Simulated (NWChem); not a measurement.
# C2H2NO2 (SMILES [N]=CC(=O)O) at 5 levels

Aim: a comparison of 5 runs (UHF/STO-3G, UHF/3-21G, UB3LYP/6-31G*, UBP86/6-31G*) of C2H2NO2. 

The calculation is run with NWChem 7.3.0.

### 1 The molecule

The species is C2H2NO2 (7 atoms), meant as a doublet with charge 0. SMILES: `[N]=CC(=O)O`. The coordinates come from a GFN2-xTB relaxation. This is one conformer, not always the lowest.

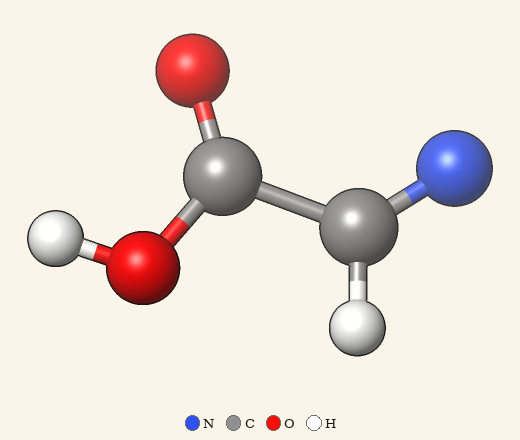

The structure, seen from a chosen angle (nitrogen blue, carbon grey, oxygen red, hydrogen white).

### 2 Energy and forces at UHF/STO-3G (run 1)

m1.nw reads:

```
start m1
memory stack 880 mb heap 220 mb global 1100 mb

geometry noautosym nocenter noautoz
  N       -0.621800      -1.191840       1.708250
  C       -0.404640      -0.223160       1.007940
  C        0.185490      -0.235870      -0.405000
  O        0.503820      -1.212740      -1.010060
  O        0.286860       1.010720      -0.853150
  H       -0.609180       0.814650       1.301880
  H        0.659450       1.038230      -1.749870
end

basis "ao basis" spherical bse
  * library STO-3G
end

scf
  nopen 1
  uhf
  thresh 1e-08
  maxiter 80
  print medium
end

task scf gradient
```

On the command line:

```sh
$ nwchem m1.nw > m1.out
```

What it wrote:

```text
[...]
  functions       =    27
[...]
  wavefunction    = UHF
[...]
         Total SCF energy =   -277.322606848925
      One electron energy =   -687.097356899360
      Two electron energy =    255.474254490483
 Nuclear repulsion energy =    154.300495559952
                       Sz =      0.5000
                 Sz(Sz+1) =      0.7500
                      S^2 =      1.2541
[...]
                         UHF ENERGY GRADIENTS
    atom               coordinates                        gradient
                 x          y          z           x          y          z
   1 N      -1.175032  -2.252251   3.228124    0.031989   0.145521  -0.103717
   2 C      -0.764659  -0.421711   1.904730   -0.033696  -0.158621   0.110562
   3 C       0.350525  -0.445730  -0.765339    0.032588  -0.017500  -0.075613
   4 O       0.952082  -2.291746  -1.908737   -0.030800   0.090682   0.059004
   5 O       0.542087   1.909984  -1.612220    0.004857  -0.076473   0.000945
   6 H      -1.151183   1.539465   2.460196    0.002695   0.005340  -0.007705
   7 H       1.246180   1.961970  -3.306775   -0.007634   0.011051   0.016524
[...]
```

Run time: 4.5 s. Hardware: 1 thread of INTEL XEON PLATINUM 8581C at 2.30GHz (Emerald Rapids), shared host; peak memory 0.099 GiB.

### 3 Energy and gradient at UHF/3-21G (run 2)

input.nw reads:

```
start input
memory 2200 mb
geometry noautosym nocenter noautoz
  N     -0.621800    -1.191840     1.708250
  C     -0.404640    -0.223160     1.007940
  C      0.185490    -0.235870    -0.405000
  O      0.503820    -1.212740    -1.010060
  O      0.286860     1.010720    -0.853150
  H     -0.609180     0.814650     1.301880
  H      0.659450     1.038230    -1.749870
end
basis "ao basis" spherical bse
  * library 3-21G
end
scf
  doublet
  uhf
  thresh 1e-08
  maxiter 80
  print low
end
task scf gradient
```

On the command line:

```sh
$ nwchem input.nw > input.out
```

What it wrote:

```text
[...]
  functions       =    49
[...]
  wavefunction    = UHF
[...]
         Total SCF energy =   -279.456180542751
      One electron energy =   -687.335457312673
      Two electron energy =    253.578781209970
 Nuclear repulsion energy =    154.300495559952
                       Sz =      0.5000
                 Sz(Sz+1) =      0.7500
                      S^2 =      0.9949
[...]
                         UHF ENERGY GRADIENTS
    atom               coordinates                        gradient
                 x          y          z           x          y          z
   1 N      -1.175032  -2.252251   3.228124    0.012296   0.060524  -0.040669
   2 C      -0.764659  -0.421711   1.904730   -0.018138  -0.083843   0.059258
   3 C       0.350525  -0.445730  -0.765339    0.014227   0.016360  -0.036791
   4 O       0.952082  -2.291746  -1.908737   -0.005843   0.010938   0.011995
   5 O       0.542087   1.909984  -1.612220   -0.003839  -0.013795   0.011439
   6 H      -1.151183   1.539465   2.460196    0.000306   0.013268  -0.003502
   7 H       1.246180   1.961970  -3.306775    0.000991  -0.003452  -0.001730
 Task  times  cpu:        4.8s     wall:        4.8s
 Total times  cpu:        4.9s     wall:        4.9s
```

Wall time 5.4 s (1 thread of INTEL XEON PLATINUM 8581C at 2.30GHz (Emerald Rapids), shared host); peak memory 0.099 GiB.

Runs 3 to 4 aren't shown in full; the table further down has their settings and results.

### 4 Energy and forces at UB3LYP/6-31G(d) (Cartesian functions) (run 5)

c2h2no2.nw reads:

```
start c2h2no2
title "C2H2NO2"
memory stack 880 mb heap 220 mb global 1100 mb
charge 0

geometry units angstroms noautosym nocenter noautoz
  N       -0.621800      -1.191840       1.708250
  C       -0.404640      -0.223160       1.007940
  C        0.185490      -0.235870      -0.405000
  O        0.503820      -1.212740      -1.010060
  O        0.286860       1.010720      -0.853150
  H       -0.609180       0.814650       1.301880
  H        0.659450       1.038230      -1.749870
end

basis cartesian
  N library 6-31G*
  C library 6-31G*
  O library 6-31G*
  H library 6-31G*
end

dft
  xc b3lyp
  mult 2
  grid xfine
  convergence energy 1e-08
  maxiter 100
  mulliken
end

task dft gradient
```

On the command line:

```sh
$ nwchem c2h2no2.nw > c2h2no2.out
```

What it wrote:

```text
[...]
          Wavefunction type:  spin polarized.
          No. of atoms     :     7
          No. of electrons :    37
[...]
          Charge           :     0
          Spin multiplicity:     2
[...]
          AO basis - number of functions:    79
[...]
              XC Information
              --------------
                         B3LYP Method XC Potential
                     Hartree-Fock (Exact) Exchange  0.200
                        Slater Exchange Functional  0.800 local
                    Becke 1988 Exchange Functional  0.720 non-local
              Lee-Yang-Parr Correlation Functional  0.810
                  VWN I RPA Correlation Functional  0.190 local
[...]
 d= 0,ls=0.0,diis     1   -282.3434394167 -4.37D+02  1.43D-02  4.14D-01     3.3
[...]
 d= 0,ls=0.0,diis    15   -282.5407260187 -1.41D-09  2.22D-07  1.72D-10    49.1
[...]
         Total DFT energy =     -282.540726018743
      One electron energy =     -690.377992380322
           Coulomb energy =      289.158738319683
    Exchange-Corr. energy =      -35.621967518056
 Nuclear repulsion energy =      154.300495559952
[...]
      Total Density - Mulliken Population Analysis
     ---------------------------------------------
    Atom       Charge   Shell Charges
 -----------   ------   -------------------------------------------------------
    1 N    7     7.25   1.99  0.87  2.21  1.10  1.10 -0.02
    2 C    6     5.97   1.99  0.73  2.09  0.45  0.69  0.02
    3 C    6     5.43   1.99  0.73  1.94  0.27  0.41  0.08
    4 O    8     8.42   1.99  0.91  2.88  1.03  1.61 -0.00
    5 O    8     8.56   1.99  0.90  2.95  0.95  1.73  0.03
    6 H    1     0.81   0.52  0.29
    7 H    1     0.57   0.46  0.11
[...]
      <S2> =      0.7598 (Exact =     0.7500)
[...]
  wavefunction    = open shell
[...]
```

It took 55 s on 1 thread of INTEL XEON PLATINUM 8581C at 2.30GHz (Emerald Rapids), shared host; peak memory 0.14 GiB.

### 5 All runs side by side

```csv
run,level,iteration cap,module,energy (Eh),dipole moment (D),HOMO energy (eV),LUMO energy (eV),wall time
1,UHF/STO-3G,80,scf,-277.322607,2.53,-9.30,6.85,4.5 s
2,UHF/3-21G,80,scf,-279.456181,–,–,–,5.4 s
3,UB3LYP/6-31G* (spherical functions),100,dft,-282.534748,3.58,–,–,53 s
4,UBP86/6-31G* (spherical functions),100,dft,-282.538780,3.66,-6.04,-4.17,47 s
5,UB3LYP/6-31G* (Cartesian functions),100,dft,-282.540726,3.58,-7.36,-3.13,55 s
```

### 6 Summary of results

| quantity | value |
| --- | --- |
| run 5: total energy | -282.54073 Eh |
| run 5: dipole moment | 3.58 D |
| run 5: HOMO energy (highest over α and β) | -7.36 eV |
| run 5: LUMO energy (lowest over α and β) | -3.13 eV |
| run 5: ⟨S²⟩ | 0.760 |
| run 5: largest force on an atom | 3.116 eV/Å |

What this shows: Over runs 1, 3, 4, 5 the dipole moment (its size) runs from 2.53 D (UHF/STO-3G) to 3.66 D (UBP86/6-31G*). The two ends differ in method and basis. Totals of different functionals can't be ranked against each other. In run 1 the basis is minimal, so the values are rough. Spin contamination of the reference: run 1 ⟨S²⟩ = 1.25, run 2 ⟨S²⟩ = 0.99. All runs together took 2.7 min, the longest 55 s.
